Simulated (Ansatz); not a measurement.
# C3H11BFN: how energies converge with the basis set

How large a basis does C3H11BFN need? Two functionals are run in growing sets.

Method: one geometry, several basis sets; program: Ansatz 0.2.0, Gaussian basis.

Levels to be run: PBE0-D4/def2-SVP; ωB97M-V/def2-SVP; PBE0-D4/def2-QZVPP; ωB97M-V/def2-QZVPP; the functionals' def2-TZVPP values are taken from earlier runs.

**1. Structure used throughout**

The geometry comes from an earlier relaxation with PBE0-D4 in a triple-zeta def2 set; it is a stationary point, not always the lowest conformer.

SMILES `C[NH2+][B-](C)(C)F`, 17 atoms, charge 0, spin multiplicity 1.

Atoms are counted from 1 here; the program's logs count them from 0.

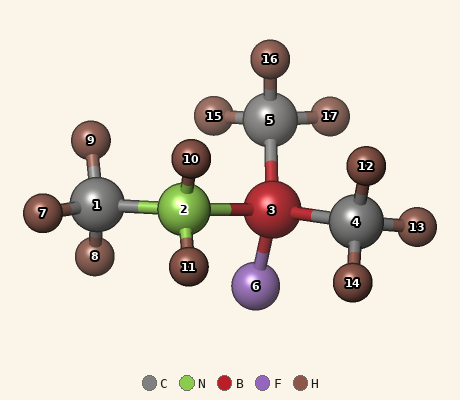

The geometry (carbon grey, nitrogen green, boron red, fluorine purple, hydrogen brown); atoms are numbered from 1 in the order of the file.

**2. PBE0-D4 in def2-SVP**

File in.yaml:

```yaml
crystal:
  periodic: [false, false, false]
  atoms:
    - {symbol: C, position_ang: [-1.531601, -1.329397, -0.494588]}
    - {symbol: N, position_ang: [-0.101644, -0.994447, -0.452422]}
    - {symbol: B, position_ang: [0.257070, 0.616626, -0.156393]}
    - {symbol: C, position_ang: [1.858897, 0.709267, -0.265828]}
    - {symbol: C, position_ang: [-0.375598, 1.014323, 1.265584]}
    - {symbol: F, position_ang: [-0.393054, 1.248017, -1.241138]}
    - {symbol: H, position_ang: [-1.692532, -2.359466, -0.816588]}
    - {symbol: H, position_ang: [-2.018191, -0.642835, -1.184713]}
    - {symbol: H, position_ang: [-1.956100, -1.187287, 0.497051]}
    - {symbol: H, position_ang: [0.380908, -1.561520, 0.238003]}
    - {symbol: H, position_ang: [0.328187, -1.199085, -1.350861]}
    - {symbol: H, position_ang: [2.383570, 0.136266, 0.508219]}
    - {symbol: H, position_ang: [2.176054, 1.749568, -0.147602]}
    - {symbol: H, position_ang: [2.240741, 0.378740, -1.240542]}
    - {symbol: H, position_ang: [-1.470632, 0.987980, 1.279202]}
    - {symbol: H, position_ang: [-0.015443, 0.390976, 2.093180]}
    - {symbol: H, position_ang: [-0.089531, 2.041972, 1.509436]}
basis:
  gaussian: {orbitals: def2-SVP}
hamiltonian: {xc: pbe0, dispersion: d4}
output: {orbitals: {seedname: orbitals}}
```

Run with:

```bash
$ ansatz run in.yaml --threads 4 --pin off --events-out ev --progress --plain --max-ram 11315MiB
```

After this run come: ωB97M-V in def2-SVP; PBE0-D4 in def2-QZVPP; ωB97M-V in def2-QZVPP.

Q: Predict the results of all the runs planned. Wanted: PBE0-D4: double and triple zeta above quadruple; ωB97M-V: double and triple zeta above quadruple.

As calculated:

```
                                       quantity           value
PBE0-D4: double and triple zeta above quadruple   9.74, 0.45 eV
ωB97M-V: double and triple zeta above quadruple  10.14, 0.43 eV
```

In words: For PBE0-D4 the step from double to triple zeta gains 9.29 eV and the next only 0.45 eV. These are total energies; as a rule much of such shifts cancels in differences, which this series doesn't test. The LUMO of ωB97M-V is positive and keeps falling with the basis (2.46 to 1.00 eV): an unbound level that the basis holds in place.
